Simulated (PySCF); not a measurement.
SMILES [CH3][Al]([Ge]([Cl])([Cl])[Cl])[CH3] at its PBE0/def2-SVP optimised geometry (Å):

```
13

Ge    -0.3542     0.6596     0.0000
Cl     1.8228     0.6596     0.0000
Cl    -0.9434     2.7517     0.0000
Cl    -0.9432    -0.1132     1.9444
Al    -1.2681    -0.6540    -1.9270
C     -1.5631     0.3667    -3.5578
C     -1.4895    -2.5582    -1.5911
H     -1.8785     1.3999    -3.3411
H     -0.6162     0.4377    -4.1228
H     -2.3066    -0.0985    -4.2243
H     -2.1966    -3.0370    -2.2869
H     -0.5167    -3.0687    -1.7078
H     -1.8228    -2.7517    -0.5588
```

Method: PBE0/def2-TZVP (PySCF). Cells within 0.4 Å of a nucleus heavier than hydrogen are left out (blank, or x).

Map of the deformation density (molecule minus spherical neutral atoms) (e/bohr³) on the plane z = 0.0 Å:

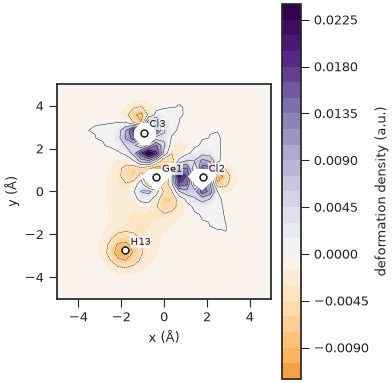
Fig. 1. Deformation density (molecule minus spherical neutral atoms) (e/bohr³) on the plane z = 0.0 Å.
